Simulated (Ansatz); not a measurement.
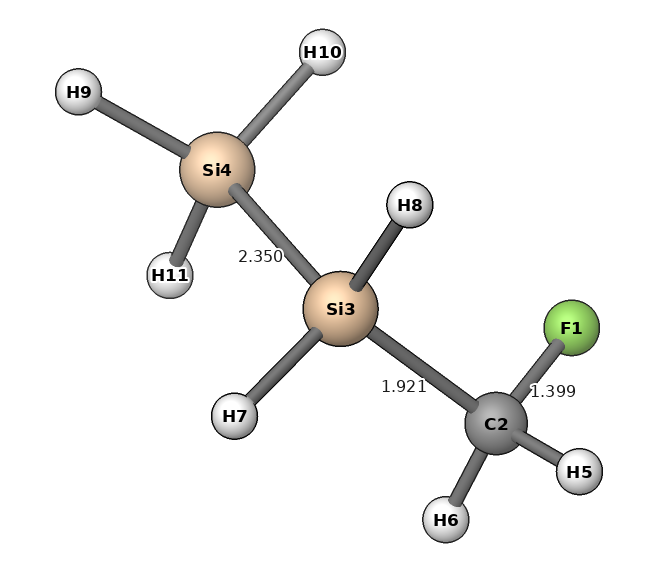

Bond lengths are marked in Å; every bond is drawn as one stick. The computed structure is the end point of a PBE-D4/def2-SVP optimisation. No frequency run is at hand to confirm it as a minimum.

### Assign a bond order to each marked bond.

F1–C2 single; C2–Si3 single; Si3–Si4 single.

### Give the structure as SMILES.

FC[SiH2][SiH3]
